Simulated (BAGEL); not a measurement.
# HF/6-31G(d) (density fitting with qzvpp-jkfit, spherical functions) run of BH2S2Br (SMILES SB(S)Br)

Aim: the energy change on altering one bond length of BH2S2Br at HF/6-31G* (density fitting with qzvpp-jkfit, spherical functions), from 2 runs. 

The results are computed with BAGEL 1.2.2.

### Step 1. The system as given

BH2S2Br: 6 atoms, total charge 0, spin state singlet. As SMILES, `SB(S)Br`. Geometry: relaxed at PBE0-D4/def2-TZVP. This is one conformer, not always the lowest.

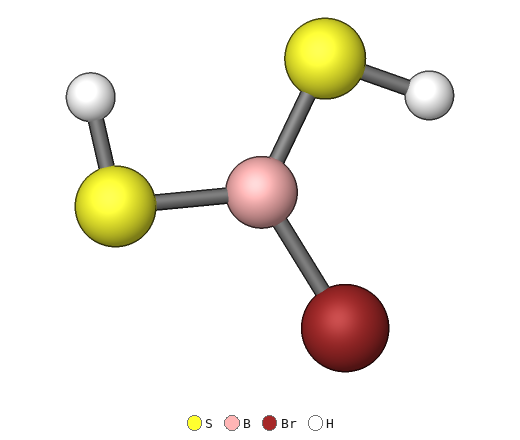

The structure, seen from a chosen angle (sulfur yellow, boron pink, bromine red, hydrogen white).

### Step 2. A single-point energy at HF/6-31G(d) (density fitting with qzvpp-jkfit, spherical functions)

File input.json:

```json
{ "bagel" : [

{
  "title" : "molecule",
  "basis" : "6-31gs.json",
  "df_basis" : "qzvpp-jkfit",
  "angstrom" : true,
  "geometry" : [
    { "atom" : "S", "xyz" : [      -0.202900,       1.384700,      -0.466000 ] },
    { "atom" : "B", "xyz" : [      -0.107800,      -0.343700,      -0.003900 ] },
    { "atom" : "S", "xyz" : [       1.234500,      -0.975600,       0.999000 ] },
    { "atom" : "Br", "xyz" : [      -1.432900,      -1.619500,      -0.552900 ] },
    { "atom" : "H", "xyz" : [      -1.341200,       1.302300,      -1.173100 ] },
    { "atom" : "H", "xyz" : [       1.892300,       0.188000,       1.150600 ] }
  ]
},

{
  "title" : "hf"
},

{
  "title" : "print",
  "file" : "orbitals.molden",
  "orbitals" : true
}

]}
```

The basis set 6-31G* is read from a file made from the Basis Set Exchange's data (not shown).

Run with:

```
BAGEL_NUM_THREADS=1 BAGEL input.json > input.out
```

Standard output:

```text
* using 1 threads per process

  ===============================================================
  ===============================================================

  *** Geometry ***

  { "atom" : "S", "xyz" : [     -0.383425,      2.616704,     -0.880612 ] },
  { "atom" : "B", "xyz" : [     -0.203712,     -0.649499,     -0.007370 ] },
  { "atom" : "S", "xyz" : [      2.332867,     -1.843617,      1.887836 ] },
  { "atom" : "Br", "xyz" : [     -2.707789,     -3.060411,     -1.044830 ] },
  { "atom" : "H", "xyz" : [     -2.534501,      2.460990,     -2.216838 ] },
  { "atom" : "H", "xyz" : [      3.575929,      0.355269,      2.174319 ] },

  Number of auxiliary basis functions:      633

  Since a DF basis is specified, we compute 2- and 3-index integrals:
    o Being stored without compression. Storage requirement is 0.037 GB

  Number of basis functions:       86
  Number of electrons      :       74

    * METHOD: MOLECULE                             0.50

  *** RHF ***

  === Nuclear Repulsion ===
   354.6986681094

      * DIIS with orbital gradients will be used.

  === RHF iteration (6-31gs.json) ===
      0      -3393.00037685          0.00756129           0.17
      1      -3393.05453481          0.00281234           0.15
      2      -3393.06035775          0.00124365           0.15
      3      -3393.06153835          0.00021879           0.16
      4      -3393.06159353          0.00006956           0.15
      5      -3393.06159946          0.00002503           0.15
      6      -3393.06160029          0.00000797           0.15
      7      -3393.06160040          0.00000218           0.15
      8      -3393.06160041          0.00000073           0.16
      9      -3393.06160041          0.00000026           0.16
     10      -3393.06160041          0.00000007           0.16
     11      -3393.06160041          0.00000003           0.15
     12      -3393.06160041          0.00000001           0.15
    * SCF iteration converged.

    * Permanent dipole moment:
           (   -0.035247,    -0.510396,     0.095465) a.u.

    * METHOD: HF                                   2.37

    * METHOD: PRINT                                0.02

  ===============================================================
```

Wall time 3.3 s (1 thread of Arm Neoverse V1, shared host); peak memory 0.17 GiB.

### Step 3. The distorted shape

File calc.json:

```json
{ "bagel": [

{
  "title": "molecule",
  "basis": "6-31gs.json",
  "df_basis": "qzvpp-jkfit",
  "angstrom": "true",
  "geometry": [
    { "atom": "S", "xyz": [    0.707711,    1.450618,    0.099662 ] },
    { "atom": "B", "xyz": [    0.802811,   -0.277782,    0.561762 ] },
    { "atom": "S", "xyz": [    2.145111,   -0.909682,    1.564662 ] },
    { "atom": "Br", "xyz": [   -0.522289,   -1.553582,    0.012762 ] },
    { "atom": "H", "xyz": [   -1.341200,    1.302300,   -1.173100 ] },
    { "atom": "H", "xyz": [    2.802911,    0.253918,    1.716262 ] }
  ]
},
{
  "title": "hf",
  "charge": 0
},
{
  "title": "print",
  "file": "orbitals.molden",
  "orbitals": "true"
}

]}
```

The basis set 6-31G* is read from a file made from the Basis Set Exchange's data (not shown).

Run with:

```
BAGEL_NUM_THREADS=1 BAGEL calc.json > calc.out
```

Standard output:

```text
* using 1 threads per process

  ===============================================================
  ===============================================================

  *** Geometry ***

  { "atom" : "S", "xyz" : [      1.337380,      2.741271,      0.188334 ] },
  { "atom" : "B", "xyz" : [      1.517093,     -0.524932,      1.061576 ] },
  { "atom" : "S", "xyz" : [      4.053672,     -1.719050,      2.956783 ] },
  { "atom" : "Br", "xyz" : [     -0.986983,     -2.935844,      0.024117 ] },
  { "atom" : "H", "xyz" : [     -2.534501,      2.460990,     -2.216838 ] },
  { "atom" : "H", "xyz" : [      5.296734,      0.479835,      3.243265 ] },

  Number of auxiliary basis functions:      633

  Since a DF basis is specified, we compute 2- and 3-index integrals:
    o Being stored without compression. Storage requirement is 0.037 GB

  Number of basis functions:       86
  Number of electrons      :       74

    * METHOD: MOLECULE                             0.50

  *** RHF ***

  === Nuclear Repulsion ===
   350.8037884829

      * DIIS with orbital gradients will be used.

  === RHF iteration (6-31gs.json) ===
      0      -3392.82479757          0.00752486           0.16
      1      -3392.89290307          0.00329167           0.15
      2      -3392.90306732          0.00122109           0.15
      3      -3392.90526503          0.00035219           0.15
      4      -3392.90542818          0.00012099           0.15
      5      -3392.90545614          0.00004681           0.15
      6      -3392.90546147          0.00001771           0.15
      7      -3392.90546227          0.00000721           0.15
      8      -3392.90546239          0.00000276           0.15
      9      -3392.90546241          0.00000142           0.15
     10      -3392.90546242          0.00000057           0.15
     11      -3392.90546242          0.00000021           0.15
     12      -3392.90546242          0.00000008           0.15
     13      -3392.90546242          0.00000004           0.15
     14      -3392.90546242          0.00000001           0.15
     15      -3392.90546242          0.00000000           0.15
    * SCF iteration converged.

    * Permanent dipole moment:
           (   -0.014119,    -0.445706,     0.093928) a.u.

    * METHOD: HF                                   2.78

    * METHOD: PRINT                                0.02

  ===============================================================
```

Run time: 3.6 s. Hardware: 1 thread of Arm Neoverse V1, shared host; peak memory 0.17 GiB.

### Step 4. Summary of results

At HF/6-31G* (density fitting with qzvpp-jkfit, spherical functions):

| quantity | value |
| --- | --- |
| first shape: total energy | -3393.06160 Eh |
| first shape: dipole moment | 1.32 D |
| first shape: HOMO energy | -10.54 eV |
| first shape: LUMO energy | 2.53 eV |
| first shape: HOMO–LUMO gap | 13.06 eV |
| distorted shape: total energy | -3392.90546 Eh |
| distorted shape: dipole moment | 1.16 D |
| distorted shape: HOMO energy | -10.45 eV |
| distorted shape: LUMO energy | -1.56 eV |
| distorted shape: HOMO–LUMO gap | 8.89 eV |
| energy change with the S1–H5 bond stretched from 1.343 to 2.417 Å | 4.249 eV |

What this shows: With the S1–H5 bond stretched from 1.343 to 2.417 Å the energy rises by 4.25 eV (98 kcal/mol). The first shape isn't relaxed at this level, so the change isn't measured from a minimum. A restricted reference can't describe the breaking bond well at this length.
